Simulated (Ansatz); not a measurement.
# Quasi-harmonic thermodynamics of Be2Al (hypothetical, Fm-3m), part 4 of 4

How much does Be2Al (hypothetical) expand with temperature? The compound is hypothetical: it was made by swapping elements on a known structure type.

Ansatz 0.2.0; DFT PBEsol, scalar-relativistic, plane waves, PAW.

So far. Step 6 (Tight relaxation): The residual pressure is -0.0061 GPa, small enough for phonons. Step 7 (Other settings for the ground state): The run ends at a pressure of 0.00 GPa. The relaxed cell has a = 5.450 Å (conventional setting).

## Step 11: Phonons of the refused cell

The study refused this cell, so its phonons are run alone to see which modes are imaginary.

input.yaml

```yaml
crystal:
  lattice:
    - [0.0, 2.7251520132, 2.7251520132]
    - [2.7251520132, 0.0, 2.7251520132]
    - [2.7251520132, 2.7251520132, 0.0]
  atoms:
    - { symbol: Be, position: [0.25, 0.25, 0.25] }
    - { symbol: Be, position: [0.75, 0.75, 0.75] }
    - { symbol: Al, position: [0.0, 0.0, 0.0] }
kpoints:
  mp_grid: { grid: [16, 16, 16] }
hamiltonian:
  xc: pbesol
scf:
  occupations: { method: methfessel_paxton, width: 0.15 }
output:
  eigenvalues: true
phonons:
  method: dfpt
  qmesh: [4, 4, 4]
  temperatures: { t_max: 1000, t_step: 50 }
  qpath:
    path:
      - [[0.0, 0.0, 0.0], [0.5, 0.0, 0.5], [0.625, 0.25, 0.625]]
      - [[0.375, 0.375, 0.75], [0.0, 0.0, 0.0], [0.5, 0.5, 0.5], [0.5, 0.25, 0.75], [0.5, 0.0, 0.5]]
    npoints: 10
```

Command:

```bash
> ansatz run input.yaml --threads 4 --pin off --max-ram 8192MiB --backend cpu --events-out ev --progress --plain --runs-dir out
```

Numbers of over 12 decimals in the logs are rounded to 6 here.

Log:

```text
[...]
Crystal: 3 atoms, lattice volume = 40.476 Å³
Basis set: ecut = 420 eV, 749 PW (Γ), exchange–correlation on 54×54×54 points (8 copies of the dense FFT grid, shifted against one another)
Bands: 8, of which v1, the nominal top of the filled ones, is band 4 counted from 1 (3 counted from 0)
Symmetry: 48 space group operations
k-points: 145 of 4096
[...]
SCF iter   1: F=—  HF=-703.455347 eV  |F-HF|=—  |Δ(HF+E_count)|=         —  Δρ=2.21e-3  dr2=3.01e-3  ethr=1.77e-3  ⟨swp⟩=5.1  Hψ=9434  notcnv=0
[...]
SCF iter   6: F=-703.454612 eV  HF=-703.454612 eV  |F-HF|=3.98e-12  |Δ(HF+E_count)|=  2.63e-10  S|Δr|=    0.00e0  Δρ=1.07e-7  dr2=3.04e-12  ethr=1.00e-12  ⟨swp⟩=6.8  Hψ=4622  notcnv=0
SCF 1 converged in 6 iterations: F = -703.454612 eV  dr2 = 3.04e-12
[...]
phonons: the bands overlap, so this run is a metal and interpolates without the dipole-dipole term. If the crystal is really an insulator or semiconductor, its LO-TO splitting is missing
NSCF: frozen V_eff on 145 k-points
WARN: eigensolver did not converge in 15 slots of this pass, the one above among them; of largest residual over every band (k=20): 1 band(s) unlocked (lowest unlocked band 7, counted from 0; max residual 1.47e-3 eV among the unlocked bands, 1.47e-3 eV over every band); of lowest unlocked band (k=1): band 7
[...]
DFPT response loops at q = (0, 0, 0) (fractional): preconditioner auto → Kerker (q_TF=auto, 2.036 Å⁻¹) (partly filled bands, converged f_vac=0.000); β = 1.00, the filter's whole step (`scf.mixing.beta` (0.50) is not read by the response loops under this deck's `scf.mixing.preconditioner`; to damp them name `kerker` or `kerker_dos`, under which they read `scf.mixing.beta`, and type it under 1.00, their step now; both keys bind the ground state too); Broyden in place of MSR1
[...]
SCF converged after 6 iterations
[...]
Free energy (F): -703.454612 eV
[...]
Internal energy: -703.455504 eV  (E = F + TS)
E sigma→0 (E₀):  -703.454835 eV
Entropy (-TS):   0.000891 eV (0.297 meV/atom)
Fermi energy:    5.091637 eV
[...]
--- Band table (eV; the first three rows and the last of 145) ---
[...]
--- Phonons (Γ-DFPT): 2 representative perturbations + reference (Σ response iterations 6) ---
  ASR residual: 2.014e-5 → 0.000e0 eV/Å²; symmetrization residual: 2.301e-8 eV/Å²
  ASR residual per site (eV/Å²): 2.01e-5 2.01e-5 8.37e-6
  Γ frequencies (cm⁻¹): 0.00 0.00 0.00 267.77 267.77 267.77 479.69 479.69 479.69
--- Phonons (arbitrary-q DFPT): 8 irreducible q on the 4×4×4 mesh ---
  q = [0.0000, 0.0000, 0.0000] (star 1, of the zone-centre solve; hermiticity 5.03e-9, symmetrization 1.55e-15): -0.00 -0.00 -0.00 267.77 267.77 267.77 479.69 479.69 479.69
  q = [0.0000, 0.0000, 0.2500] (star 8, 2 solved perturbations on 2176 of 4096 k-point pairs; hermiticity 1.18e-8, symmetrization 2.37e-15): -71.70 -71.70 95.68 293.17 293.17 354.14 433.33 481.98 481.98
[...]
q = [0.0000, 0.2500, 0.2500] (star 6, 4 solved perturbations in 3616 linear systems a pass and spin channel, the states on 1160 of 4096 k-point pairs; hermiticity 1.62e-8, symmetrization 3.21e-15): -117.91 -117.91 185.63 334.08 334.08 360.69 430.08 479.86 479.86
[...]
sum rule: each row above includes the acoustic sum rule's correction from the zone centre's row sums; it moved no ω² by more than (0.78 cm⁻¹)²
  mesh force constants: q→R imaginary residual 4.70e-18; ASR residual 2.014e-5 → 0.000e0 eV/Å²; symmetrization residual 1.243e-14 eV/Å²
  interpolated dispersion: 62 rows × 9 modes
  density of states and harmonic sums: on the 20×20×20 q-mesh, interpolated from the force constants of a 4×4×4 supercell (no non-analytic term)
  largest difference from the sums on the solved wave vectors: F 4.39e-2 eV, S 5.78e-5 and C_V 1.51e-5 eV/K
  zero-point energy: 0.164965 eV/cell   skipped modes (ω ≤ 0): 464, of them read as no rigid motion or as one in doubt: 461 (1.760e0 modes/cell left out, lowest -197.72 cm⁻¹)   left out of the sums: 1.96e-1 of the cell's modes: C_V's classical limit lies that fraction below 3 k_B per atom; for a crystal, a wire or a layer, F and S can be off by more, and a phonons.interpolated_qmesh denser along its periods is the remedy for the sampling
```

The job ended after 2.7 min (4 threads of Arm Neoverse V2, shared host; peak memory 2.9 GiB).

Numbers from this step:

```yaml
lowest_frequency_on_the_path: -197.7 cm⁻¹
point_group: m-3m
highest_frequency: 487.7 cm⁻¹
```

No LO-TO term. Phonon branches along the path, in cm⁻¹:

```
    point  branch 1  branch 2  branch 3  branch 4  branch 5  branch 6  branch 7  branch 8  branch 9
        Γ         0         0         0       268       268       268       480       480       480
        X      -170      -170       295       295       401       401       456       456       465
        U      -151      -140       238       322       378       450       452       462       464
jump to K      -151      -140       238       322       378       450       452       462       464
        Γ         0         0         0       268       268       268       480       480       480
        L      -111      -111       208       341       341       399       463       477       477
        W      -198       149       149       332       422       451       451       456       459
        X      -170      -170       295       295       401       401       456       456       465
```

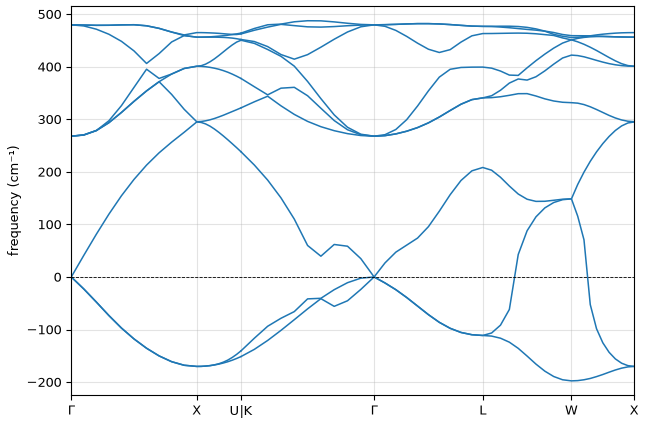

Phonon branches along the path.

The phonon density of states has structure finer than the step of the table below, so its rows give means over 50 cm⁻¹, whole bins alone (the curve runs from -195 to 485 cm⁻¹). Peaks (cm⁻¹: height): 345.0: 0.0354, 475.0: 0.113.

Tetrahedra on 20 20 20, mean over bins of 10 cm⁻¹. The phonon density of states by wavenumber; means over each step:

```
wavenumber (cm⁻¹)  phonon density of states (1/cm⁻¹/cell)
             -150                                  0.0128
             -100                                  0.0110
              -50                                 0.00786
                0                                 0.00232
               50                                 0.00255
              100                                 0.00485
              150                                 0.00849
              200                                 0.00536
              250                                 0.00271
              300                                 0.00967
              350                                  0.0271
              400                                  0.0227
              450                                  0.0415
```

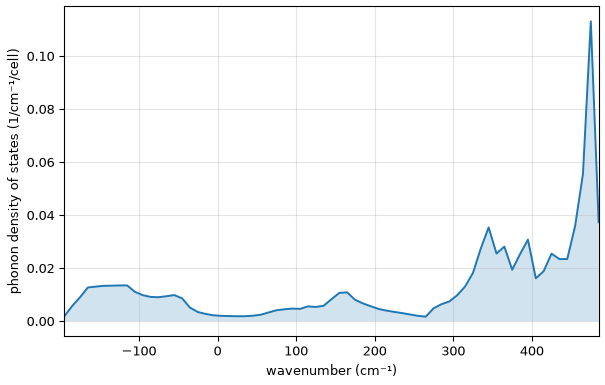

Phonon density of states, plotted against wavenumber.

No LO-TO term. Modes at Γ, with each element's share of the kinetic energy:

```
mode  frequency (cm⁻¹)  symmetry  Be %  Al %
   1               0.0       T1u    40    60
   2               0.0       T1u    40    60
   3               0.0       T1u    40    60
   4             267.8       T2g   100     0
   5             267.8       T2g   100     0
   6             267.8       T2g   100     0
   7             479.7       T1u    60    40
   8             479.7       T1u    60    40
   9             479.7       T1u    60    40
```

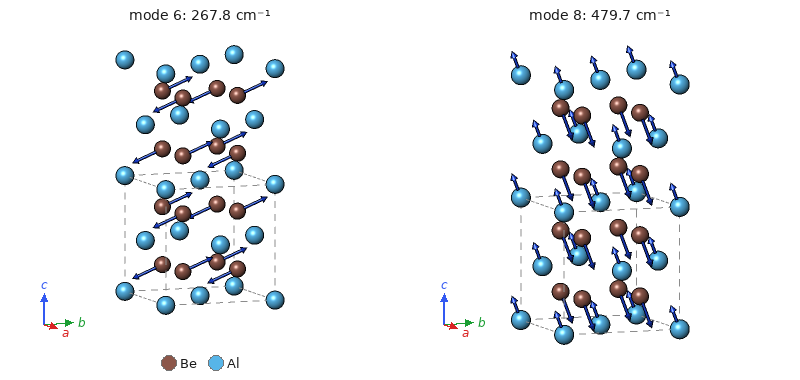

Displacement patterns of modes 6 and 8 at Γ; arrows are exaggerated. 1×1×2 conventional cells are drawn. Some periodic images of atoms are drawn too.

Lowest modes at the softest wavevector of the mesh; phase exp(i q.(R + tau)). Modes at q = (0.500, -0.250, 0.250), with each element's share of the kinetic energy (negative means imaginary):

```
mode  frequency (cm⁻¹)  Be %  Al %
   1            -197.7    53    47
   2             148.6    39    61
   3             148.6    39    61
   4             331.6   100     0
   5             422.1   100     0
   6             451.1    61    39
```

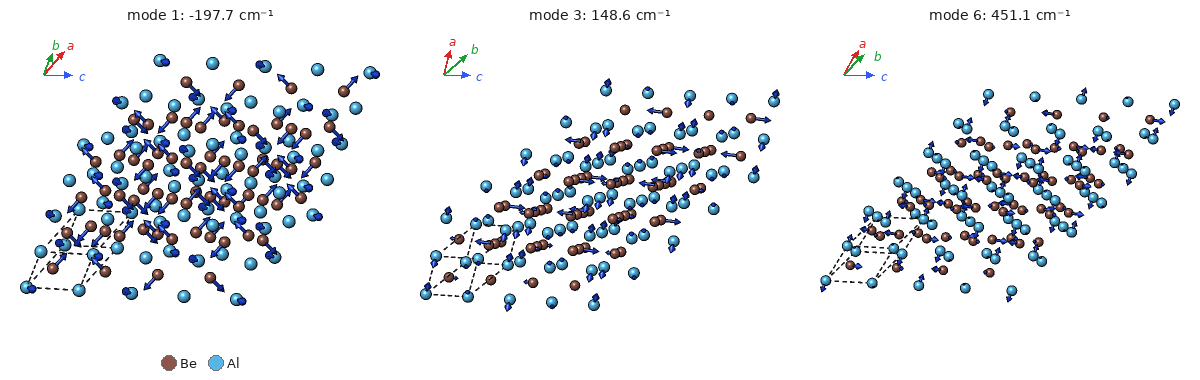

Displacement patterns of modes 1, 3 and 6 at q = (0.500, -0.250, 0.250); arrows are exaggerated. 2×4×4 cells are drawn. The axes are those of the cell as run, not the conventional ones. Some periodic images of atoms are drawn too.

The modes has structure finer than the step of the table below, so its rows give means over 50 cm⁻¹, whole bins alone (the curve runs from -206 to 512 cm⁻¹). Peaks (cm⁻¹: height): Al -120.3: 0.00725, 164.4: 0.00876, 476.2: 0.0378; Be 345.1: 0.0303, 390.3: 0.0271, 476.2: 0.0595.

Phonopy on the run's constants, 17x17x17 mesh, Gaussian sigma 5.1 cm⁻¹. Modes against wavenumber; means over each step; values in 1/cm⁻¹/cell:

```
wavenumber (cm⁻¹)       Al       Be
             -150  0.00643  0.00629
             -100  0.00612  0.00528
              -50  0.00430  0.00335
                0   7.9e-4   6.0e-4
               50  0.00152  0.00119
              100  0.00287  0.00217
              150  0.00528  0.00351
              200  0.00336  0.00181
              250  0.00164  0.00124
              300   5.8e-4  0.00929
              350  0.00153   0.0253
              400  0.00365   0.0190
              450   0.0128   0.0272
```

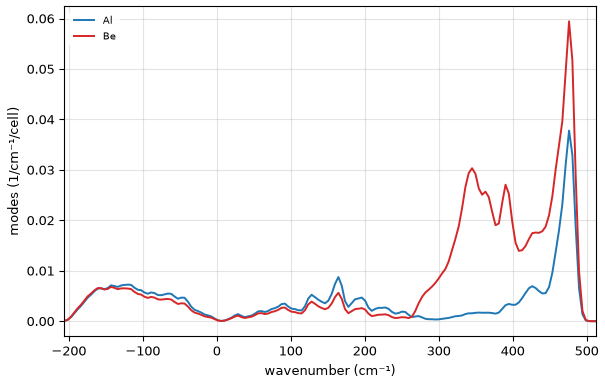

Modes, plotted against wavenumber.

The lowest solved frequency is -198 cm⁻¹, so the cell is unstable here and gives no valid free energy.

## Step 12: Results

- lowest frequency at the solved wavevectors: -198 cm⁻¹

What this shows: With imaginary harmonic modes at the relaxed cell the quasi-harmonic free energy is undefined, so no expansion is obtained for this phase at this level. The softest solved mode is 198i cm⁻¹ at q = (0.25, -0.5, -0.25), and 7 of 8 solved wavevectors carry a mode beyond 8i cm⁻¹. In a metal soft modes also hang on the k-mesh and the smearing, which were not converged here. The program warned that a few bands missed the eigensolver's threshold in at least one of the runs. The PAW files were made for PBE and are used here under another functional, for which the program regenerates the frozen cores.

[Logs are printed without paths, hosts, clocks, repeated set-up lines and the standing remarks that a program may print on its own settings, such as how far it seeks lower states.]

[Hosts, paths, dates, database ids (printed as entryN), source tags and the programs' standing remarks are cut or masked in the printed files.]

[A step with changed settings may run another functional than the one named; its input shows which.]

[Pressures of single members of a volume series are the stress at the run's cutoff; with an incomplete basis they can lie off −dE/dV of the same runs, and they are not shown converged.]
